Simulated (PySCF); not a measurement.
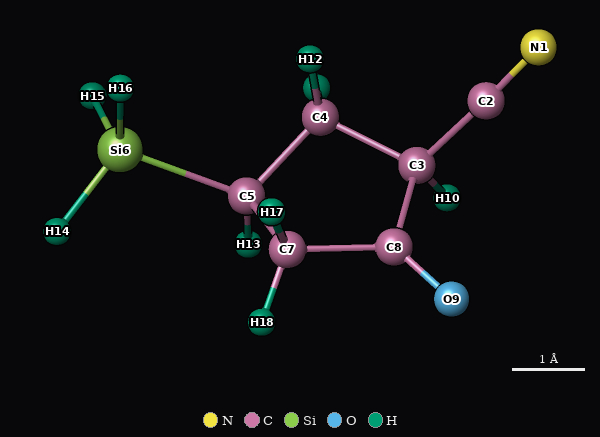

Figure 1. The structure (ball-and-stick view, seen at a tilt; atoms are numbered from 1 in the order of the input).

NMR shielding calculation, with input and output: C6H9NOSi

- system: C6H9NOSi, SMILES N#C[C@@H]1C[C@H]([SiH3])CC1=O
- method: GIAO LC-wPBE/pcSseg-1 NMR shielding, non-relativistic, IEF-PCM tetrahydrofuran (PySCF 2.14.0)

The geometry comes from this level: GFN2-xTB. Figures and captions count atoms from 1; the log counts them from 0 in places.

Input file
```
{"job": {"xc": "LC-wPBE", "basis": "pcSseg-1", "solvent": "tetrahydrofuran", "kind": "nmr", "pop": false}, "charge": 0, "multiplicity": 1}
N      3.665331    -0.319141     1.354655
C      2.744701    -0.440819     0.688202
C      1.558306    -0.548785    -0.117577
C      0.694194     0.722043    -0.076297
C     -0.742766     0.213116    -0.218056
Si    -2.067259     1.475592     0.324945
C     -0.730701    -1.074494     0.603896
C      0.637548    -1.673581     0.390202
O      0.962437    -2.813363     0.553426
H      1.855770    -0.807170    -1.140637
H      0.965844     1.427206    -0.860579
H      0.828629     1.218637     0.887637
H     -0.903695    -0.059589    -1.267085
H     -3.383842     0.872707     0.126508
H     -1.914987     2.679067    -0.490814
H     -1.842567     1.776275     1.739176
H     -0.820055    -0.859116     1.673321
H     -1.515650    -1.782267     0.340676
```

The first line tells a small driver script what to run in PySCF; the rest is the geometry in Å.

Run on 1 CPU thread, shared host.

Launch command:
```bash
OMP_NUM_THREADS=1 python <driver script> task.json out
```

What the program printed
```
coarse grid: 15872 points
cycle   1  E = -652.8377129338  dE =  1.797e+00  |g| = 9.884e-01  |ddm| = 3.914e+00
cycle   2  E = -652.6832549360  dE =  1.545e-01  |g| = 1.442e+00  |ddm| = 1.753e+00
cycle   3  E = -653.0524462146  dE = -3.692e-01  |g| = 5.441e-02  |ddm| = 1.000e+00
cycle   4  E = -653.0536623495  dE = -1.216e-03  |g| = 2.645e-02  |ddm| = 1.142e-01
cycle   5  E = -653.0538534575  dE = -1.911e-04  |g| = 8.067e-03  |ddm| = 4.200e-02
cycle   6  E = -653.0538783176  dE = -2.486e-05  |g| = 2.665e-03  |ddm| = 1.551e-02
cycle   7  E = -653.0538813397  dE = -3.022e-06  |g| = 1.196e-03  |ddm| = 6.674e-03
final grid: 149728 points
cycle   8  E = -653.1334418930  dE = -5.811e-05  |g| = 5.609e-03  |ddm| = 3.782e-02
cycle   9  E = -653.1334423488  dE = -4.558e-07  |g| = 5.216e-03  |ddm| = 7.343e-03
cycle  10  E = -653.1334475198  dE = -5.171e-06  |g| = 1.104e-03  |ddm| = 3.894e-03
cycle  11  E = -653.1334477289  dE = -2.092e-07  |g| = 2.756e-04  |ddm| = 7.641e-04
cycle  12  E = -653.1334477467  dE = -1.780e-08  |g| = 1.030e-04  |ddm| = 4.480e-04
cycle  13  E = -653.1334477495  dE = -2.733e-09  |g| = 3.855e-05  |ddm| = 1.374e-04
cycle  14  E = -653.1334477499  dE = -4.256e-10  |g| = 1.568e-05  |ddm| = 6.376e-05
```

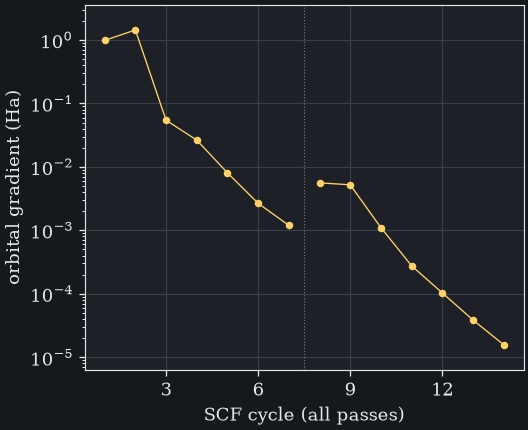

Figure 2. Convergence of the self-consistent field: orbital gradient against the SCF cycle. The dotted line marks the change from a coarse to the final integration grid. The first 7 cycles use a coarse grid, the final grid takes over at cycle 8, and the field converges after 14 cycles in all.

```
converged SCF energy = -653.1334477499

GIAO shielding tensors (ppm)
atom      isotropic    diamagn.    paramagn.     s11        s22        s33       span
  0 N      -12.583     341.495    -354.078   -174.513   -164.497    301.261    475.774
  1 C       59.224     259.864    -200.640    -64.843    -51.487    294.001    358.844
  2 C      153.160     252.475     -99.315    135.736    151.085    172.660     36.924
  3 C      155.938     247.418     -91.481    130.381    158.437    178.994     48.613
  4 C      174.446     253.741     -79.295    158.680    177.823    186.836     28.156
  5 Si     416.278     879.291    -463.013    377.251    406.168    465.417     88.166
  6 C      145.695     251.771    -106.077    126.184    139.543    171.357     45.173
  7 C      -34.202     250.463    -284.665   -114.818    -50.586     62.798    177.616
  8 O     -288.848     396.092    -684.941   -853.593   -379.458    366.505   1220.098
  9 H       28.608      28.341       0.267     24.464     27.180     34.179      9.714
 10 H       28.978      31.135      -2.158     23.843     28.047     35.043     11.201
 11 H       29.682      32.183      -2.501     24.201     30.677     34.169      9.968
 12 H       30.287      32.814      -2.527     26.476     27.356     37.028     10.552
 13 H       27.843      28.378      -0.535     24.064     25.735     33.729      9.664
 14 H       27.866      28.566      -0.701     24.184     25.946     33.467      9.284
 15 H       28.080      28.971      -0.891     24.708     26.624     32.908      8.199
 16 H       29.480      30.722      -1.242     25.434     28.520     34.487      9.052
 17 H       29.212      30.402      -1.190     24.375     28.095     35.167     10.792
```

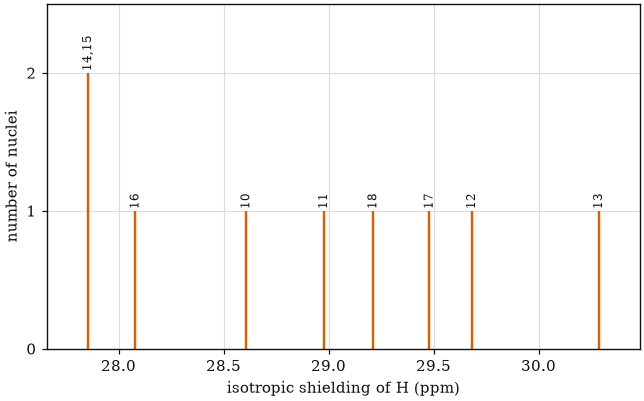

Figure 3. Isotropic shieldings of the hydrogen nuclei in this fixed geometry, labelled by atom number; shielding grows to the right, so chemical shift grows to the left. The least shielded is H14 (27.8 ppm), the most shielded H13 (30.3 ppm).

Results in brief

| quantity | value |
| --- | --- |
| outcome | converged |
| total energy | −653.133448 hartree |
| HOMO | −10.29 eV |
| LUMO | 1.37 eV |
| dipole moment | 6.69 D |
| isotropic shielding, N | −12.6 ppm |
| isotropic shielding, C | −34.2 to 174.4 ppm |
| isotropic shielding, Si | 416.3 ppm |
| isotropic shielding, O | −288.8 ppm |
| isotropic shielding, H | 27.8 to 30.3 ppm |
| wall time | 39 s |
| peak memory | 1.2 GiB |
